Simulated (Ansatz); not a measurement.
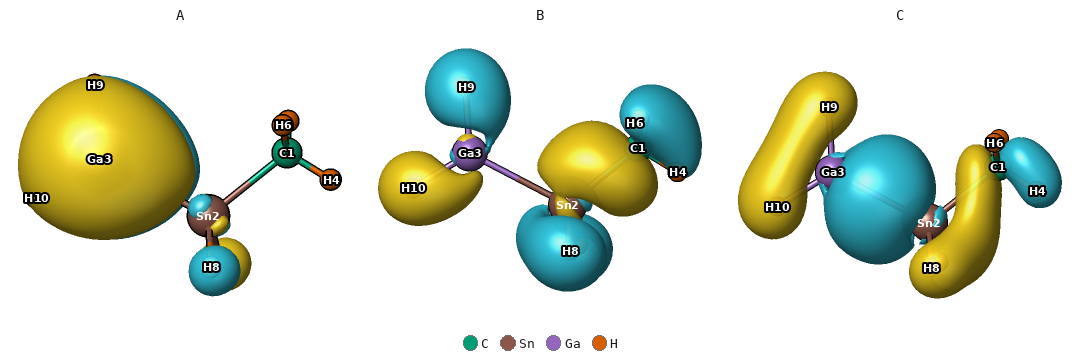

Figure 1: CH7GaSn (SMILES [CH3][SnH2][GaH2]). Three frontier orbitals at ±0.08 Å⁻³ᐟ² (yellow and cyan are the two phases), in no order.

Geometry: PBE0-D4/def2-TZVP; core potentials replace the inner electrons of Sn.

Method: RKS PBE0-D4/def2-TZVPP in Ansatz.

```yaml
atoms:
  - { symbol: C, position_ang: [-1.6303, 0.5701, -0.5239] }
  - { symbol: Sn, position_ang: [0.2396, -0.4823, -0.6468] }
  - { symbol: Ga, position_ang: [1.7869, -0.1426, 1.4421] }
  - { symbol: H, position_ang: [-2.2233, 0.3782, -1.4183] }
  - { symbol: H, position_ang: [-2.1880, 0.2369, 0.3515] }
  - { symbol: H, position_ang: [-1.4496, 1.6418, -0.4399] }
  - { symbol: H, position_ang: [-0.1069, -2.1503, -0.8637] }
  - { symbol: H, position_ang: [1.0398, 0.0255, -2.0786] }
  - { symbol: H, position_ang: [1.3107, 0.7115, 2.6777] }
  - { symbol: H, position_ang: [3.2213, -0.7889, 1.4999] }
```

**Which picture is the HOMO−1, the HOMO and the LUMO?**

B is the HOMO−1 (−8.18 eV). It lies mainly on C1 (about 30 %), Sn2 (about 25 %), Ga3 (about 10 %), H9 (about 10 %), H8 (about 5 %) and H7 (about 5 %). C is the HOMO (−7.16 eV). By Hirshfeld shares it lies mainly on Sn2 (about 35 %), Ga3 (about 35 %), H10 (about 5 %), H9 (about 5 %) and C1 (about 5 %). A is the LUMO (−2.14 eV). By Hirshfeld shares it lies mainly on Ga3 (about 70 %) and Sn2 (about 15 %).

**What is the HOMO–LUMO gap?**

5.02 eV between the orbital energies.
